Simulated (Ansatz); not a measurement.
**Run report: AlSiH$_{7}$O$_{3}$, phonon calculation**

AlSiH$_{7}$O$_{3}$, computed with RKS PBE-D4/6-31G* (Ansatz 0.2.0).

It belongs to a series of runs on one base structure; here: vibrations at the highest image of the band. Figures and captions count atoms from 1; the log counts them from 0 in places.

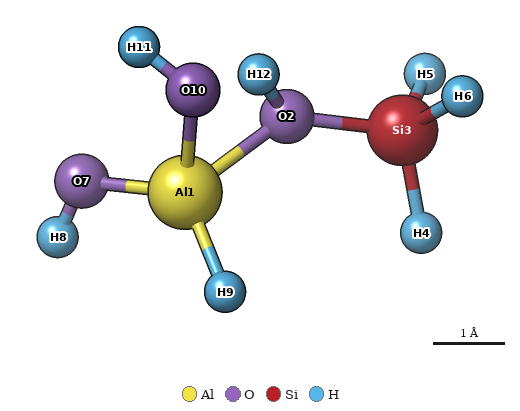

*The structure (ball-and-stick view, seen at a tilt; atoms are numbered from 1 in the order of the input). Sticks mark near contacts.*

**Key numbers**

```csv
quantity,value
outcome,converged
total energy,−20717.7225 eV
mean-field energy,−20717.4909 eV
largest force (length of the vector),0.021 eV/Å
hardware,"2 threads of Arm Neoverse V2, 24 GiB of memory available, shared host"
wall time,90 s (CPU time 2.9 min)
peak memory,0.13 GiB
```

**The input**
```yaml
crystal:
  periodic: [false, false, false]
  atoms:
    - { symbol: Al, position_ang: [0.03488, 0.357154, 0.122839] }
    - { symbol: O, position_ang: [-0.246912, 0.102093, 2.015877] }
    - { symbol: Si, position_ang: [-1.417594, -0.577944, 3.031842] }
    - { symbol: H, position_ang: [-2.208712, -1.583293, 2.255344] }
    - { symbol: H, position_ang: [-0.749063, -1.24907, 4.191502] }
    - { symbol: H, position_ang: [-2.321977, 0.503931, 3.540335] }
    - { symbol: O, position_ang: [1.622947, -0.124012, -0.386806] }
    - { symbol: H, position_ang: [1.695082, -0.860357, -1.01835] }
    - { symbol: H, position_ang: [-1.289359, -0.036728, -0.676752] }
    - { symbol: O, position_ang: [0.15037, 2.063764, 0.846254] }
    - { symbol: H, position_ang: [1.04468, 2.45752, 0.811162] }
    - { symbol: H, position_ang: [-0.041444, 1.231741, 1.894253] }
basis:
  gaussian: { orbitals: "6-31G*" }
hamiltonian:
  xc: pbe
  dispersion: d4
phonons: {}
```

Command:
```bash
ansatz run input.yaml --threads 2 --pin off --max-ram 3072MiB --backend cpu --events-out ev --progress --plain --runs-dir out
```

**The program's output**
```
Engine: ansatz 0.2.0, aarch64-unknown-linux-gnu
Functional definition: PBE
  parameter kappa = 0.804
  parameter beta = 0.06672455060314922
  exchange = pbe_x(kappa = kappa, mu = beta*pi^2/3)
  correlation = pbe_c(beta = beta)
1139 factors; their error is unknown
mean field evaluation 1: about -20703.6636 eV, gradient 9.0e1 eV
mean field evaluation 2: about -20629.2055 eV, gradient 2.0e2 eV
mean field evaluation 4: about -20716.7447 eV, gradient 2.2e1 eV
mean field evaluation 8: about -20717.5528 eV, gradient 2.4e-1 eV
mean field evaluation 16: about -20717.4908 eV, gradient 1.0e-4 eV
mean field -20717.49080789 eV, -761.3537443704 hartree, gradient 1.3e-5 eV, S^2 0.000000; 0 other end points of the search recorded, 0 dependent functions left out
the calculation of the forces begins
reference -20717.49086073 eV, -761.3537463120 hartree; 29, 29 occupied and 68, 68 virtual orbitals, 1139 factors
these checks for a lower state are left out or cut short: stability, starts, cluster_reference, orbital_swaps, neighbouring_geometries, increment
1139 factors; their error is unknown
mean field -20717.49070816 eV, -761.3537407054 hartree, gradient 2.3e-6 eV, S^2 0.000000; 0 other end points of the search recorded, 0 dependent functions left out
[... from here on the field's lines of each further geometry are left out, up to the last ...]
the calculation of the forces begins
reference -20717.49088320 eV, -761.3537471381 hartree; 29, 29 occupied and 68, 68 virtual orbitals, 1139 factors
these checks for a lower state are left out or cut short: stability, starts, cluster_reference, orbital_swaps, neighbouring_geometries, increment
1139 factors; their error is unknown
mean field evaluation 448: about -20717.4907 eV, gradient 7.5e-5 eV
mean field -20717.49074378 eV, -761.3537420143 hartree, gradient 1.6e-6 eV, S^2 0.000000; 0 other end points of the search recorded, 0 dependent functions left out
the calculation of the forces begins
reference -20717.49079661 eV, -761.3537439559 hartree; 29, 29 occupied and 68, 68 virtual orbitals, 1139 factors
WARN: phonons: modes at or below zero, which the zero-point energy, F, S and C_V leave out: 2, the lowest at -588.82 cm⁻¹. A minimum has none, and a first-order saddle one
Total energy: -20717.72250550 eV, -761.3622591004 hartree
Atom 0 at     0.034880     0.357154     0.122839 Å, force    -0.002419    -0.003187    -0.010737 eV/Å
Atom 1 at    -0.246912     0.102093     2.015877 Å, force     0.012334    -0.003061    -0.008730 eV/Å
Atom 2 at    -1.417594    -0.577944     3.031842 Å, force    -0.008297    -0.000099     0.007225 eV/Å
Atom 3 at    -2.208712    -1.583293     2.255344 Å, force     0.003083    -0.001865    -0.000452 eV/Å
Atom 4 at    -0.749063    -1.249070     4.191502 Å, force     0.000805     0.001337     0.002755 eV/Å
Atom 5 at    -2.321977     0.503931     3.540335 Å, force    -0.005890    -0.001327    -0.006162 eV/Å
Atom 6 at     1.622947    -0.124012    -0.386806 Å, force     0.001921     0.002047     0.002896 eV/Å
Atom 7 at     1.695082    -0.860357    -1.018350 Å, force    -0.003158     0.001898    -0.001242 eV/Å
Atom 8 at    -1.289359    -0.036728    -0.676752 Å, force    -0.002571     0.001482     0.001588 eV/Å
Atom 9 at     0.150370     2.063764     0.846254 Å, force    -0.003836     0.001913    -0.002828 eV/Å
Atom 10 at     1.044680     2.457520     0.811162 Å, force     0.005442    -0.003970    -0.004684 eV/Å
Atom 11 at    -0.041444     1.231741     1.894253 Å, force     0.002585     0.004832     0.020372 eV/Å
Dipole moment:     0.011171    -0.080327     0.221721 e Å
Vibrations: -588.82 -36.64 58.60 101.29 169.05 208.59 246.74 437.94 468.51 539.13 586.65 613.89 683.13 689.88 700.54 726.98 789.38 842.57 907.91 924.15 928.41 1004.80 1246.98 1851.84 1902.74 2195.96 2206.65 2214.49 3687.21 3744.09 cm⁻¹, zero-point energy 1.901799 eV
```

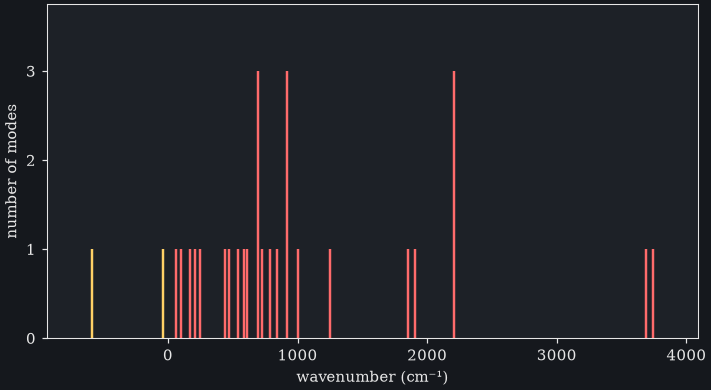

*Harmonic vibrational wavenumbers from the force constants; neighbouring modes closer than 20 cm⁻¹ are counted in one stick, and imaginary ones are drawn at negative wavenumbers.*

30 modes from 589i to 3744 cm⁻¹, 2 imaginary beyond 8i (589i, 37i cm⁻¹): not a minimum.
